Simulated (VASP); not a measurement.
Band structure of BN (wurtzite). Computed with LDA (Ceperley-Alder, Perdew-Zunger), VASP's LDA PAW potentials (set 64) (plane waves; VASP).

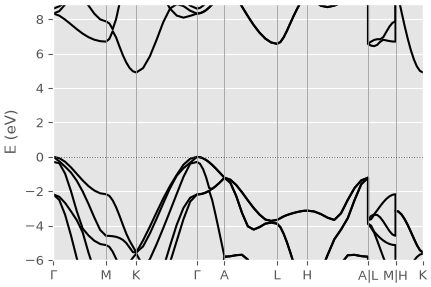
Figure. Bands along high-symmetry lines, zero at the valence-band maximum or, without a gap, the Fermi level

Question: Read the plot: is there a gap, and where are the band edges?

Answer: The gap is indirect, 4.91 eV, from the valence maximum at Γ to the conduction minimum at K. (Edges off the drawn lines would not show.)

The compound is BN in the wurtzite structure, a metastable high-pressure form. It was relaxed first.
